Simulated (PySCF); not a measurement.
# One shape, several levels: C4H6OS (tetrahydrothiophen-3-one)

Wanted: a comparison of 6 runs (CAM-B3LYP/def2-SVP, M06-2X/def2-SVP, M06-L/def2-SVP, PBE/def2-SVP, PBE0/def2-SVP, TPSS/def2-SVP) of C4H6OS (tetrahydrothiophen-3-one). 

Program for the calculation: PySCF 2.14.0.

### 1 The molecule

The species is C4H6OS (12 atoms), meant as a singlet with charge 0. As SMILES, `O=C1CCSC1`. One bond was lengthened or shortened from a relaxed shape.

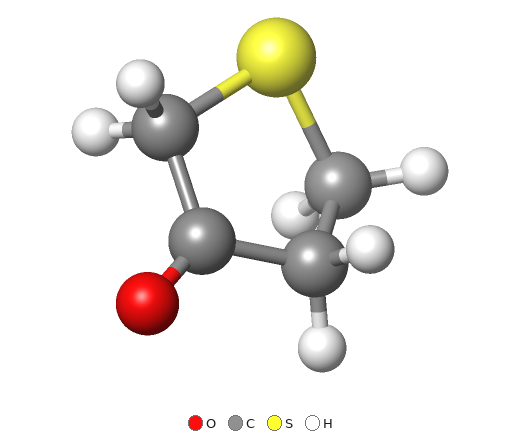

Viewed from a chosen angle; oxygen red, carbon grey, sulfur yellow, hydrogen white.

### 2 A single-point energy at CAM-B3LYP/def2-SVP (run 1)

File run.py:

```python
from pyscf import gto, dft

mol = gto.Mole()
mol.atom = [
    ('O', (0.564865, -0.544580, 2.191845)),
    ('C', (0.418615, -0.149320, 1.069105)),
    ('C', (0.474605, -1.009710, -0.174925)),
    ('C', (-0.255735, -0.290640, -1.291115)),
    ('S', (0.147795, 1.478250, -1.074775)),
    ('C', (0.155315, 1.303810, 0.729215)),
    ('H', (1.533975, -1.123170, -0.424945)),
    ('H', (0.066795, -2.000120, 0.028265)),
    ('H', (-1.499530, -0.428110, -1.198380)),
    ('H', (0.070605, -0.589470, -2.283705)),
    ('H', (0.920985, 1.948620, 1.159015)),
    ('H', (-0.813805, 1.601670, 1.137355)),
]
mol.max_memory = 1860
mol.charge = 0
mol.verbose = 4
mol.basis = 'def2-svp'
mol.build()

mf = dft.RKS(mol, xc='cam-b3lyp')
mf.grids.level = 5
mf.conv_tol = 1e-10
mf.kernel()
if not mf.converged:
    mf = mf.newton().run(mf.mo_coeff, mf.mo_occ)

e_final = mf.e_tot
print(f'total energy: {e_final:.8f} hartree')
```

Command:

```console
$ OMP_NUM_THREADS=1 python run.py
```

The log of the run:

```text
PySCF version 2.14.0

[... 82 lines left out ...]
converged SCF energy = -629.030187067495
total energy: -629.03018707 hartree
```

Run time: 78 s. Hardware: 1 thread of Intel Xeon at 2.70GHz, shared host; peak memory 0.67 GiB.

### 3 A single-point energy at M06-2X/def2-SVP (run 2)

File geometry.xyz:

```xyz
12

O      0.564865    -0.544580     2.191845
C      0.418615    -0.149320     1.069105
C      0.474605    -1.009710    -0.174925
C     -0.255735    -0.290640    -1.291115
S      0.147795     1.478250    -1.074775
C      0.155315     1.303810     0.729215
H      1.533975    -1.123170    -0.424945
H      0.066795    -2.000120     0.028265
H     -1.499530    -0.428110    -1.198380
H      0.070605    -0.589470    -2.283705
H      0.920985     1.948620     1.159015
H     -0.813805     1.601670     1.137355
```

File job.py:

```python
from pyscf import gto, dft

mol = gto.M(
    atom='geometry.xyz',
    basis='def2-svp',
    verbose=3,
    max_memory=1860,
)

mf = dft.RKS(mol, xc='m06-2x')
mf.conv_tol = 1e-10
mf.grids.level = 5
mf.kernel()
if not mf.converged:
    mf = mf.newton().run(mf.mo_coeff, mf.mo_occ)

e_final = mf.e_tot
print(f'total energy: {e_final:.8f} hartree')
```

Command:

```console
$ OMP_NUM_THREADS=1 python job.py
```

The log of the run:

```text
converged SCF energy = -629.016099434983
total energy: -629.01609943 hartree
```

Run time: 72 s. Hardware: 1 thread of Intel Xeon at 2.70GHz, shared host; peak memory 0.72 GiB.

Runs 3 to 5 aren't shown in full; the table further down has their settings and results.

### 4 A single-point energy at TPSS/def2-SVP (run 6)

File mol.xyz:

```xyz
12

O      0.564865    -0.544580     2.191845
C      0.418615    -0.149320     1.069105
C      0.474605    -1.009710    -0.174925
C     -0.255735    -0.290640    -1.291115
S      0.147795     1.478250    -1.074775
C      0.155315     1.303810     0.729215
H      1.533975    -1.123170    -0.424945
H      0.066795    -2.000120     0.028265
H     -1.499530    -0.428110    -1.198380
H      0.070605    -0.589470    -2.283705
H      0.920985     1.948620     1.159015
H     -0.813805     1.601670     1.137355
```

File job.py:

```python
from pyscf import gto, dft

molecule = gto.Mole()
molecule.atom = 'mol.xyz'
molecule.verbose = 3
molecule.basis = 'def2-svp'
molecule.charge = 0
molecule.max_memory = 1860
molecule.spin = 0
molecule.build()

mf = dft.RKS(molecule, xc='tpss')
mf.conv_tol = 1e-10
mf.grids.level = 5
mf.kernel()
if not mf.converged:
    mf = mf.newton().run(mf.mo_coeff, mf.mo_occ)

e_tot = mf.e_tot
print('Final energy', e_tot)
```

Command:

```console
$ OMP_NUM_THREADS=1 python job.py
```

The log of the run:

```text
converged SCF energy = -629.203794301284
Final energy -629.2037943012836
```

Wall time 90 s (1 thread of Intel Xeon at 2.70GHz, shared host); peak memory 0.72 GiB.

### 5 The series

```csv
run,level,energy (Eh),dipole moment (D),HOMO energy (eV),LUMO energy (eV),wall time
1,CAM-B3LYP/def2-SVP,-629.030187,1.62,-7.85,0.59,78 s
2,M06-2X/def2-SVP,-629.016099,1.61,-7.75,0.36,72 s
3,M06-L/def2-SVP,-629.111798,1.49,-5.53,-1.61,78 s
4,PBE/def2-SVP,-628.686552,1.39,-5.20,-1.84,44 s
5,PBE0/def2-SVP,-628.739149,1.56,-6.54,-0.73,44 s
6,TPSS/def2-SVP,-629.203794,1.41,-5.37,-1.72,90 s
```

### 6 Results

```
            quantity          value
 run 6: total energy  -629.20379 Eh
run 6: dipole moment         1.41 D
  run 6: HOMO energy       -5.37 eV
  run 6: LUMO energy       -1.72 eV
run 6: HOMO–LUMO gap        3.65 eV
```

**Reading.** The dipole moment (its size) runs from 1.39 D (PBE/def2-SVP) to 1.62 D (CAM-B3LYP/def2-SVP). The HOMO–LUMO gap runs from 3.36 eV (PBE/def2-SVP) to 8.43 eV (CAM-B3LYP/def2-SVP). Totals of different functionals can't be ranked against each other. All runs together took 6.8 min, the longest 90 s.
